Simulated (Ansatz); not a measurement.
Single-point calculation of GaNH4

GaNH4, computed with RHF-MP2, frozen core/def2-QZVPP (Ansatz 0.2.0).

The geometry comes from this level: PBE0-D4/def2-TZVP.

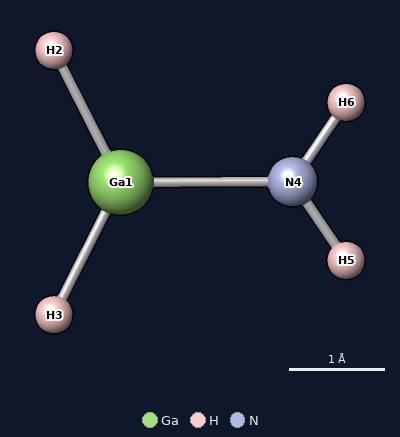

Fig. 1: The input geometry (ball-and-stick view, seen on its broad side; atoms are numbered from 1 in the order of the input). Sticks mark near contacts.

Input:
```yaml
crystal:
  periodic: [false, false, false]
  atoms:
    - {symbol: Ga, position_ang: [-1.093482, 0.199428, -0.369968]}
    - {symbol: H, position_ang: [-0.810503, -0.833689, -1.505500]}
    - {symbol: H, position_ang: [-0.712682, 1.713281, -0.378286]}
    - {symbol: N, position_ang: [-1.948735, -0.420047, 1.103920]}
    - {symbol: H, position_ang: [-2.185433, 0.149228, 1.898449]}
    - {symbol: H, position_ang: [-2.243898, -1.373847, 1.224372]}
basis:
  gaussian: {orbitals: "def2-QZVPP.json"}
correlation: {method: mp2}
```

Hardware: 4 threads of Arm Neoverse V1, 23 GiB of memory available, shared host.

Command:
```bash
ansatz run in.yaml --threads 4 --pin off --events-out ev --progress --plain --max-ram 9574MiB
```

What the program printed:
```
Functional definition: HF
  name "HF"
  cite "Fock, Z. Phys. 61, 126 (1930) doi:10.1007/BF01340294"
  parent pbe
  exchange = exact_x
  correlation = 0
1638 factors; integrals over basis functions are off by at most 1.1e-3 eV
mean field evaluation 1: about -53878.0811 eV, gradient 3.9e1 eV
mean field evaluation 2: about -53878.1214 eV, gradient 3.9e1 eV
mean field evaluation 4: about -53881.2813 eV, gradient 2.8e0 eV
mean field evaluation 8: about -53881.3125 eV, gradient 2.5e-1 eV
mean field -53881.31270081 eV, -1980.1017196893 hartree, gradient 1.3e-6 eV, S^2 0.000000; 0 other end points of the search recorded, 0 dependent functions left out
10 core orbitals not correlated: weight in the atoms' cores, before any rotation towards them, 1.000 or more for the frozen orbitals, at most 0.000 for the correlated occupied ones
reference -53881.31270081 eV, -1980.1017196893 hartree; 11, 11 occupied and 245, 245 virtual orbitals, 1638 factors
second order -19.63124247 eV of doubles, -0.00000000 eV of singles
Total energy: -53900.94394328 eV, -1980.8231545435 hartree
```

Results in brief:

| quantity | value |
| --- | --- |
| outcome | converged |
| total energy | −53900.9439 eV |
| mean-field energy | −53881.3127 eV |
| SCF solution under orbital rotations | stable |
| wall time | 3.7 s (CPU time 14 s) |
| peak memory | 0.73 GiB |
